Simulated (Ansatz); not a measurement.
# AlBSi+ (quartet): correlated methods under varied settings

What do other methods and options give for AlBSi+ (quartet) at this geometry, and how long do they take?

Computed with Ansatz 0.2.0, Gaussian basis. Level: the settings change from run to run.

21 further runs of the same task are left out: 10 that didn't finish, 11 set aside as unsound or not needed.

### Step 1. The geometry

The geometry is a PBE0/def2-TZVP stationary point (not a proven minimum) of the parent state, kept for this charge and spin.

3 atoms, charge 1, spin multiplicity 4.

Atoms are counted from 1 here; the program's logs count them from 0.

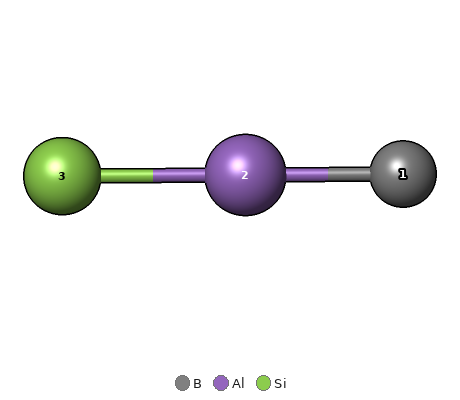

The structure; boron grey, aluminium purple, silicon green; atoms are numbered from 1 in the order of the file.

### Step 2. MRCISD+Q(relaxed)(9,7)/6-31G

File in.yaml:

```yaml
crystal:
  periodic: [false, false, false]
  atoms:
    - {symbol: B, position_ang: [0.000000, 0.000000, -2.147800]}
    - {symbol: Al, position_ang: [0.000000, 0.000000, -0.109600]}
    - {symbol: Si, position_ang: [0.000000, 0.000000, 2.257400]}
basis:
  gaussian: {orbitals: 6-31G}
total_charge: 1
magnetization: {spin_polarized: false, initial_magnetization: 3}
correlation: {method: fic_mrcisd_q_relaxed, electrons: valence, active_space: {window: {electrons: 9, orbitals: 7}}}
accuracy: high
```

Run with:

```sh
$ ansatz run in.yaml --threads 1 --pin off --events-out ev --progress --plain --max-ram 2393MiB
```

The log of the run, shortened:

```text
Functional definition: HF
  name "HF"
  cite "Fock, Z. Phys. 61, 126 (1930) doi:10.1007/BF01340294"
  parent pbe
[...]
731 factors; integrals over basis functions are off by at most 3.5e-9 eV
[...]
mean field -15102.95780633 eV, -555.0234622302 hartree, gradient 4.1e-8 eV, S^2 3.750000; 15 other end points of the search recorded, 0 dependent functions left out
reference -15102.95780633 eV, -555.0234622302 hartree; 17, 14 occupied and 18, 21 virtual orbitals, 731 factors
state -15103.36892479 eV, -555.0385705549 hartree
contracted CI cycle   1: correlation 0.00000000 eV, 0.0000000000 hartree, residual 8.12e0 eV
contracted CI cycle   2: correlation -2.10780454 eV, -0.0774603880 hartree, residual 1.97e0 eV
contracted CI cycle   3: correlation -2.28392781 eV, -0.0839327988 hartree, residual 1.11e0 eV
contracted CI cycle   4: correlation -2.33981780 eV, -0.0859867182 hartree, residual 6.54e-1 eV
contracted CI cycle   5: correlation -2.36551091 eV, -0.0869309227 hartree, residual 4.34e-1 eV
contracted CI cycle   6: correlation -2.37608199 eV, -0.0873194026 hartree, residual 3.10e-1 eV
contracted CI cycle   7: correlation -2.38100704 eV, -0.0875003948 hartree, residual 1.84e-1 eV
contracted CI cycle   8: correlation -2.38266893 eV, -0.0875614682 hartree, residual 1.04e-1 eV
contracted CI cycle   9: correlation -2.38314008 eV, -0.0875787824 hartree, residual 5.43e-2 eV
contracted CI cycle  10: correlation -2.38326524 eV, -0.0875833820 hartree, residual 2.69e-2 eV
[...]
contracted CI cycle  17: correlation -2.41505942 eV, -0.0887517968 hartree, residual 4.99e-4 eV
contracted CI cycle  18: correlation -2.41505943 eV, -0.0887517971 hartree, residual 2.70e-4 eV
contracted CI cycle  19: correlation -2.41505943 eV, -0.0887517972 hartree, residual 1.16e-4 eV
contracted CI cycle  20: correlation -2.41505944 eV, -0.0887517973 hartree, residual 4.90e-5 eV
contracted CI cycle  21: correlation -2.41505944 eV, -0.0887517973 hartree, residual 2.47e-5 eV
contracted CI cycle  22: correlation -2.41505944 eV, -0.0887517973 hartree, residual 1.33e-5 eV
contracted CI cycle  23: correlation -2.41505944 eV, -0.0887517973 hartree, residual 7.82e-6 eV
contracted CI cycle  24: correlation -2.41505944 eV, -0.0887517973 hartree, residual 4.48e-6 eV
contracted CI cycle  25: correlation -2.41505944 eV, -0.0887517973 hartree, residual 2.89e-6 eV
contracted CI cycle  26: correlation -2.41505944 eV, -0.0887517973 hartree, residual 2.21e-6 eV
contracted CI cycle  27: correlation -2.41505944 eV, -0.0887517973 hartree, residual 1.58e-6 eV
contracted CI cycle  28: correlation -2.41505944 eV, -0.0887517973 hartree, residual 9.41e-7 eV
contracted CI cycle  29: correlation -2.41505944 eV, -0.0887517973 hartree, residual 5.05e-7 eV
contracted CI cycle  30: correlation -2.41505944 eV, -0.0887517973 hartree, residual 2.20e-7 eV
state -15103.32030278 eV, -555.0367837290 hartree; corrected -15106.11568408 eV, -555.1395120971 hartree
state -15103.32030278 eV, -555.0367837290 hartree; corrected -15106.11568408 eV, -555.1395120971 hartree
WARN: the results are in doubt because another end's mean lies 0.049 eV lower, and its corrected mean 0.015 eV higher
Total energy: -15106.11568408 eV, -555.1395120971 hartree
In doubt: another end's mean lies 0.049 eV lower, and its corrected mean 0.015 eV higher
```

Wall time 6 s (1 thread of AMD EPYC 9R45, shared host).

From the report: 115 determinants; active occupations 2.00, 2.00, 1.97, 1.00, 1.00, 1.00, 0.04. The program marks this result as in doubt; its last lines say why.

### Step 3. HF/cc-pVDZ

File in.yaml:

```yaml
crystal:
  periodic: [false, false, false]
  atoms:
    - {symbol: B, position_ang: [0.000000, 0.000000, -2.147800]}
    - {symbol: Al, position_ang: [0.000000, 0.000000, -0.109600]}
    - {symbol: Si, position_ang: [0.000000, 0.000000, 2.257400]}
basis:
  gaussian: {orbitals: cc-pVDZ}
total_charge: 1
magnetization: {spin_polarized: true, initial_magnetization: 3}
hamiltonian: {xc: hf}
output: {forces: true, orbitals: {seedname: orbitals}}
```

Launched as before.

The log of the run, shortened:

```text
Functional definition: HF
  name "HF"
  cite "Fock, Z. Phys. 61, 126 (1930) doi:10.1007/BF01340294"
  parent pbe
[...]
500 factors; integrals over basis functions are off by at most 8.6e-4 eV
[...]
mean field -15104.90137511 eV, -555.0948870655 hartree, gradient 1.0e-5 eV, S^2 4.131108; 7 other end points of the search recorded, 0 dependent functions left out
[...]
reference -15104.90137511 eV, -555.0948870655 hartree; 17, 14 occupied and 33, 36 virtual orbitals, 500 factors
WARN: the results are in doubt because the forces break the atoms' symmetry
Total energy: -15104.90137511 eV, -555.0948870655 hartree
Atom 0 at     0.000000     0.000000    -2.147800 Å, force     0.003881     0.000000    -0.482305 eV/Å
Atom 1 at     0.000000     0.000000    -0.109600 Å, force    -0.007223    -0.000000    -0.616240 eV/Å
Atom 2 at     0.000000     0.000000     2.257400 Å, force     0.003342     0.000000     1.098545 eV/Å
Dipole moment:     0.013596     0.000000    -0.315370 e Å
In doubt: the forces break the atoms' symmetry
```

Wall time 2.2 s (1 thread of AMD EPYC 9R45, shared host).

From the report: ⟨S²⟩ of the determinant 4.131 (pure quartet: 3.75). The program marks this result as in doubt; its last lines say why.

### Step 4. MP2 on ROHF/def2-SVP

File in.yaml:

```yaml
crystal:
  periodic: [false, false, false]
  atoms:
    - {symbol: B, position_ang: [0.000000, 0.000000, -2.147800]}
    - {symbol: Al, position_ang: [0.000000, 0.000000, -0.109600]}
    - {symbol: Si, position_ang: [0.000000, 0.000000, 2.257400]}
basis:
  gaussian: {orbitals: def2-SVP, fitting: {mean_field: def2-universal-jkfit}}
total_charge: 1
magnetization: {spin_polarized: false, initial_magnetization: 3}
hamiltonian: {pseudopotentials: {relativity: scalar}}
correlation: {method: mp2, electrons: all}
```

Launched as before.

The log of the run, shortened:

```text
Functional definition: HF
  name "HF"
  cite "Fock, Z. Phys. 61, 126 (1930) doi:10.1007/BF01340294"
  parent pbe
[...]
331 factors; integrals over basis functions are off by at most 3.2e-2 eV
[...]
mean field -15124.99164916 eV, -555.8331910190 hartree, gradient 2.5e-6 eV, S^2 3.750000; 15 other end points of the search recorded, 0 dependent functions left out
[...]
reference -15124.99164916 eV, -555.8331910190 hartree; 17, 14 occupied and 33, 36 virtual orbitals, 331 factors
second order -3.84735452 eV of doubles, -0.06763318 eV of singles
Total energy: -15128.90663686 eV, -555.9770641634 hartree
Relativity: scalar
```

Wall time 3 s (1 thread of AMD EPYC 9R45, shared host).

### Step 5. MP2 on UHF/cc-pVDZ

File in.yaml:

```yaml
crystal:
  periodic: [false, false, false]
  atoms:
    - {symbol: B, position_ang: [0.000000, 0.000000, -2.147800]}
    - {symbol: Al, position_ang: [0.000000, 0.000000, -0.109600]}
    - {symbol: Si, position_ang: [0.000000, 0.000000, 2.257400]}
basis:
  gaussian: {orbitals: cc-pVDZ, point_charges: [{charge: 0.50, position_ang: [2.828, -0.080, 0.472]}]}
total_charge: 1
magnetization: {spin_polarized: true, initial_magnetization: 3}
correlation: {method: mp2, electrons: outside_noble_gas}
output: {forces: true}
```

Same command.

The log of the run, shortened:

```text
Functional definition: HF
  name "HF"
  cite "Fock, Z. Phys. 61, 126 (1930) doi:10.1007/BF01340294"
  parent pbe
[...]
500 factors; integrals over basis functions are off by at most 8.6e-4 eV
[...]
mean field -15102.76847613 eV, -555.0165044737 hartree, gradient 2.3e-7 eV, S^2 4.138277; 14 other end points of the search recorded, 0 dependent functions left out
11 core orbitals not correlated: weight in the atoms' cores, before any rotation towards them, 1.000 or more for the frozen orbitals, at most 0.000 for the correlated occupied ones
reference -15102.76847613 eV, -555.0165044737 hartree; 6, 3 occupied and 33, 36 virtual orbitals, 500 factors
second order -3.14389423 eV of doubles, -0.00000000 eV of singles
[...]
Total energy: -15105.91237036 eV, -555.1320404557 hartree
Atom 0 at     0.000000     0.000000    -2.147800 Å, force    -0.076981     0.003758    -0.805946 eV/Å
Atom 1 at     0.000000     0.000000    -0.109600 Å, force    -0.286972     0.005178    -1.064737 eV/Å
Atom 2 at     0.000000     0.000000     2.257400 Å, force    -0.038222     0.002441     1.764483 eV/Å
Dipole moment:    -0.335814     0.036837    -0.213220 e Å
```

Wall time 4.8 s (1 thread of AMD EPYC 9R45, shared host).

From the report: ⟨S²⟩ of the determinant 4.138 (pure quartet: 3.75).

### Step 6. BCCD/6-31++G**

File in.yaml:

```yaml
crystal:
  periodic: [false, false, false]
  atoms:
    - {symbol: B, position_ang: [0.000000, 0.000000, -2.147800]}
    - {symbol: Al, position_ang: [0.000000, 0.000000, -0.109600]}
    - {symbol: Si, position_ang: [0.000000, 0.000000, 2.257400]}
basis:
  gaussian: {orbitals: "6-31++G**"}
total_charge: 1
magnetization: {spin_polarized: false, initial_magnetization: 3}
hamiltonian: {xc: {name: PBE}, pseudopotentials: {relativity: scalar}}
correlation: {method: bccd, electrons: valence}
output: {forces: true}
```

Launched as before.

The log of the run, shortened:

```text
Functional definition: PBE
  name "PBE"
  cite "Perdew, Burke & Ernzerhof, Phys. Rev. Lett. 77, 3865 (1996) doi:10.1103/PhysRevLett.77.3865"
  parent pbe
[...]
533 factors; integrals over basis functions are off by at most 1.2e-3 eV
[...]
mean field -15152.82279858 eV, -556.8559668957 hartree, gradient 3.0e-6 eV, S^2 3.750000; 12 other end points of the search recorded, 0 dependent functions left out
[...]
11 core orbitals not correlated: weight in the atoms' cores, before any rotation towards them, 1.000 or more for the frozen orbitals, at most 0.000 for the correlated occupied ones
reference -15127.83503842 eV, -555.9376836471 hartree; 6, 3 occupied and 48, 51 virtual orbitals, 533 factors
second order -5.25083525 eV of doubles, -0.49012723 eV of singles
cycle   1  -5.48332124 eV  change   -6.6e-1 eV  update   1.2e-1
[...]
cycle  23  -5.99507383 eV  change    5.1e-8 eV  update   1.9e-7
WARN: the results are in doubt because among natural orbitals full CI differs from the method by -0.197 eV
[...]
Total energy: -15133.83011225 eV, -556.1579985467 hartree
Relativity: scalar
Atom 0 at     0.000000     0.000000    -2.147800 Å, force     0.000000    -0.000000    -0.954352 eV/Å
Atom 1 at     0.000000     0.000000    -0.109600 Å, force     0.000000     0.000000     0.455618 eV/Å
Atom 2 at     0.000000     0.000000     2.257400 Å, force    -0.000000     0.000000     0.498734 eV/Å
Dipole moment:    -0.000000     0.000000    -0.326724 e Å
In doubt: among natural orbitals full CI differs from the method by -0.197 eV
```

Wall time 18 s (1 thread of AMD EPYC 9R45, shared host); peak memory 0.4 GiB.

From the report: correlation -5.9951 eV; largest double amplitude 0.20. Mind the lines of doubt at the end of the log.

### Step 7. HF/6-31G*

File in.yaml:

```yaml
crystal:
  periodic: [false, false, false]
  atoms:
    - {symbol: B, position_ang: [0.000000, 0.000000, -2.147800]}
    - {symbol: Al, position_ang: [0.000000, 0.000000, -0.109600]}
    - {symbol: Si, position_ang: [0.000000, 0.000000, 2.257400]}
basis:
  gaussian: {orbitals: "6-31G*"}
total_charge: 1
magnetization: {spin_polarized: false, initial_magnetization: 3}
hamiltonian: {xc: hf}
output: {orbitals: {seedname: orbitals}}
```

The command is unchanged.

The log of the run, shortened:

```text
Functional definition: HF
  name "HF"
  cite "Fock, Z. Phys. 61, 126 (1930) doi:10.1007/BF01340294"
  parent pbe
[...]
469 factors; integrals over basis functions are off by at most 1.2e-3 eV
[...]
mean field -15103.72060065 eV, -555.0514944045 hartree, gradient 1.9e-5 eV, S^2 3.750000; 5 other end points of the search recorded, 0 dependent functions left out
reference -15103.72060065 eV, -555.0514944045 hartree; 17, 14 occupied and 36, 39 virtual orbitals, 469 factors
Total energy: -15103.72060065 eV, -555.0514944045 hartree
```

Wall time 1 s (1 thread of AMD EPYC 9R45, shared host).

### Step 8. CCSDT on UHF/def2-SVP

File in.yaml:

```yaml
crystal:
  periodic: [false, false, false]
  atoms:
    - {symbol: B, position_ang: [0.000000, 0.000000, -2.147800]}
    - {symbol: Al, position_ang: [0.000000, 0.000000, -0.109600]}
    - {symbol: Si, position_ang: [0.000000, 0.000000, 2.257400]}
basis:
  gaussian: {orbitals: def2-SVP}
total_charge: 1
magnetization: {spin_polarized: true, initial_magnetization: 3}
correlation: {method: ccsdt, electrons: outside_noble_gas}
```

Same command.

The log of the run, shortened:

```text
Functional definition: HF
  name "HF"
  cite "Fock, Z. Phys. 61, 126 (1930) doi:10.1007/BF01340294"
  parent pbe
[...]
765 factors; integrals over basis functions are off by at most 1.3e-7 eV
[...]
mean field -15099.35875786 eV, -554.8911996385 hartree, gradient 2.5e-6 eV, S^2 4.140680; 37 other end points of the search recorded, 0 dependent functions left out
determinant -15099.35875786 eV, -554.8911996385 hartree, with singles and doubles -15103.73434087 eV, -555.0519993482 hartree
determinant -15099.24274899 eV, -554.8869363910 hartree, with singles and doubles -15103.43745842 eV, -555.0410891192 hartree
determinant -15099.14170283 eV, -554.8832230132 hartree, with singles and doubles -15103.51189480 eV, -555.0438246058 hartree
determinant -15098.77650555 eV, -554.8698022607 hartree, with singles and doubles -15103.11562241 eV, -555.0292618642 hartree
[...]
determinant -15098.52521480 eV, -554.8605674959 hartree, with singles and doubles -15103.70440279 eV, -555.0508991440 hartree
determinant -15098.16627752 eV, -554.8473767944 hartree, with singles and doubles -15103.70994450 eV, -555.0511027981 hartree
determinant -15098.11291746 eV, -554.8454158480 hartree, with singles and doubles -15103.63083459 eV, -555.0481955624 hartree
11 core orbitals not correlated: weight in the atoms' cores, before any rotation towards them, 1.000 or more for the frozen orbitals, at most 0.000 for the correlated occupied ones
reference -15098.52521480 eV, -554.8605674959 hartree; 6, 3 occupied and 33, 36 virtual orbitals, 765 factors
second order -3.96067256 eV of doubles, -0.00000000 eV of singles
cycle   1  -4.59620594 eV  change   -7.4e-1 eV  update   1.4e-1
[...]
cycle  27  -5.73518522 eV  change    1.8e-7 eV  update   7.0e-7
WARN: these amplitudes may be one of several solutions (largest doubles amplitude 0.33, level shift 0.43 eV)
Total energy: -15104.26040002 eV, -555.0713316653 hartree
```

Run time: 28 s. Hardware: 1 thread of AMD EPYC 9R45, shared host.

From the report: ⟨S²⟩ of the determinant 3.775 (pure quartet: 3.75); correlation -5.7352 eV; T1 0.077; largest double amplitude 0.33. The report flags that the cluster equations may have other roots.

### Step 9. BCCD(T)/cc-pVDZ

in.yaml, as its differences from that of step 8:

```diff
@@ -7,5 +7,7 @@
 basis:
-  gaussian: {orbitals: def2-SVP}
+  gaussian: {orbitals: cc-pVDZ}
 total_charge: 1
 magnetization: {spin_polarized: true, initial_magnetization: 3}
-correlation: {method: ccsdt, electrons: outside_noble_gas}
+hamiltonian: {xc: {name: PBE}}
+correlation: {method: bccd_t, electrons: outside_noble_gas}
+output: {forces: true}
```

Launched as before.

The log of the run, shortened:

```text
Functional definition: PBE
  name "PBE"
  cite "Perdew, Burke & Ernzerhof, Phys. Rev. Lett. 77, 3865 (1996) doi:10.1103/PhysRevLett.77.3865"
  parent pbe
[...]
500 factors; integrals over basis functions are off by at most 8.6e-4 eV
[...]
mean field -15127.94330951 eV, -555.9416625362 hartree, gradient 3.9e-6 eV, S^2 3.752157; 11 other end points of the search recorded, 0 dependent functions left out
11 core orbitals not correlated: weight in the atoms' cores, before any rotation towards them, 1.000 or more for the frozen orbitals, at most 0.000 for the correlated occupied ones
reference -15103.07346000 eV, -555.0277124240 hartree; 6, 3 occupied and 33, 36 virtual orbitals, 500 factors
second order -5.24562353 eV of doubles, -0.46649679 eV of singles
cycle   1  -5.51161844 eV  change   -7.7e-1 eV  update   1.2e-1
[...]
cycle  23  -6.05132594 eV  change    1.5e-7 eV  update   1.3e-7
perturbative correction -0.47608000 eV, -0.0174956172 hartree
WARN: the results are in doubt because among natural orbitals full CI differs from the method by -0.081 eV
[...]
Total energy: -15109.60086593 eV, -555.2675901676 hartree
Atom 0 at     0.000000     0.000000    -2.147800 Å, force    -0.000000    -0.000000    -1.502695 eV/Å
Atom 1 at     0.000000     0.000000    -0.109600 Å, force     0.000000     0.000000     0.452354 eV/Å
Atom 2 at     0.000000     0.000000     2.257400 Å, force    -0.000000     0.000000     1.050340 eV/Å
Dipole moment:     0.000000    -0.000000    -0.298355 e Å
In doubt: among natural orbitals full CI differs from the method by -0.081 eV
```

Wall time 11 s (1 thread of AMD EPYC 9R45, shared host); peak memory 0.26 GiB.

From the report: ⟨S²⟩ of the determinant 3.752 (pure quartet: 3.75); correlation -6.5274 eV; largest double amplitude 0.20. The program marks this result as in doubt; its last lines say why.

### Step 10. BCCD on UHF/6-31G

in.yaml, as its differences from that of step 9:

```diff
@@ -7,7 +7,7 @@
 basis:
-  gaussian: {orbitals: cc-pVDZ}
+  gaussian: {orbitals: 6-31G}
 total_charge: 1
 magnetization: {spin_polarized: true, initial_magnetization: 3}
-hamiltonian: {xc: {name: PBE}}
-correlation: {method: bccd_t, electrons: outside_noble_gas}
+correlation: {method: bccd, electrons: all, diis_vectors: 12}
+accuracy: high
 output: {forces: true}
```

The command is unchanged.

The log of the run, shortened:

```text
Functional definition: HF
  name "HF"
  cite "Fock, Z. Phys. 61, 126 (1930) doi:10.1007/BF01340294"
  parent pbe
[...]
731 factors; integrals over basis functions are off by at most 3.5e-9 eV
[...]
mean field -15103.01391227 eV, -555.0255240854 hartree, gradient 7.5e-8 eV, S^2 3.980981; 30 other end points of the search recorded, 0 dependent functions left out
determinant -15103.01391227 eV, -555.0255240854 hartree, with singles and doubles -15106.10438506 eV, -555.1390968657 hartree
determinant -15102.84060541 eV, -555.0191551759 hartree, with singles and doubles -15105.58670399 eV, -555.1200724373 hartree
determinant -15102.78906214 eV, -555.0172609956 hartree, with singles and doubles -15105.62781620 eV, -555.1215832831 hartree
determinant -15102.12048678 eV, -554.9926913043 hartree, with singles and doubles -15105.15693009 eV, -555.1042785378 hartree
[...]
determinant -15102.78906214 eV, -555.0172609956 hartree, with singles and doubles -15105.62906439 eV, -555.1216291531 hartree
reference -15103.01391227 eV, -555.0255240854 hartree; 17, 14 occupied and 18, 21 virtual orbitals, 731 factors
second order -2.01110693 eV of doubles, -0.00000000 eV of singles
cycle   1  -3.26576321 eV  change   -9.2e-2 eV  update   1.1e-1
[...]
cycle  56  -3.12538638 eV  change   2.5e-10 eV  update   1.6e-9
WARN: the results are in doubt because among natural orbitals full CI differs from the method by -0.122 eV
[...]
Total energy: -15106.13929865 eV, -555.1403799165 hartree
Atom 0 at     0.000000     0.000000    -2.147800 Å, force    -0.000000     0.000000    -1.503385 eV/Å
Atom 1 at     0.000000     0.000000    -0.109600 Å, force    -0.000000    -0.000000     0.205486 eV/Å
Atom 2 at     0.000000     0.000000     2.257400 Å, force     0.000000     0.000000     1.297899 eV/Å
Dipole moment:    -0.000000     0.000000    -0.366426 e Å
In doubt: among natural orbitals full CI differs from the method by -0.122 eV
```

It took 40 s on 1 thread of AMD EPYC 9R45, shared host; peak memory 0.31 GiB.

From the report: ⟨S²⟩ of the determinant 3.981 (pure quartet: 3.75); correlation -3.1254 eV; largest double amplitude 0.19. The program marks this result as in doubt; its last lines say why.

### Step 11. The runs in one table

 † marks a result that the program doubts.

```
                                             level         correlated  functions  energy (eV)   time
                    MRCISD+Q(relaxed)(9,7)/6-31G †            valence         35  -15106.1157    6 s
                                      HF/cc-pVDZ †                            50  -15104.9014  2.2 s
             MP2 on ROHF/def2-SVP (relativity set)                all         50  -15128.9066    3 s
        MP2 on UHF/cc-pVDZ (beside a point charge)  outside noble gas         50  -15105.9124  4.8 s
BCCD/6-31++G** (on PBE orbitals, relativity set) †            valence         65  -15133.8301   18 s
                                         HF/6-31G*                            53  -15103.7206    1 s
                           CCSDT on UHF/def2-SVP †  outside noble gas         50  -15104.2604   28 s
               BCCD(T)/cc-pVDZ (on PBE orbitals) †  outside noble gas         50  -15109.6009   11 s
                               BCCD on UHF/6-31G †                all         35  -15106.1393   40 s
```

### Step 12. Outcome

| quantity | value |
| --- | --- |
| runs | 9 |
| quickest | HF/6-31G*, 1 s |
| slowest | BCCD on UHF/6-31G †, 40 s |

**Reading.** Total energies in different bases, with other cores or another treatment of relativity can't be set against each other. BCCD on UHF/6-31G † took 39 times as long as HF/6-31G*; the jobs differ in more than the method.
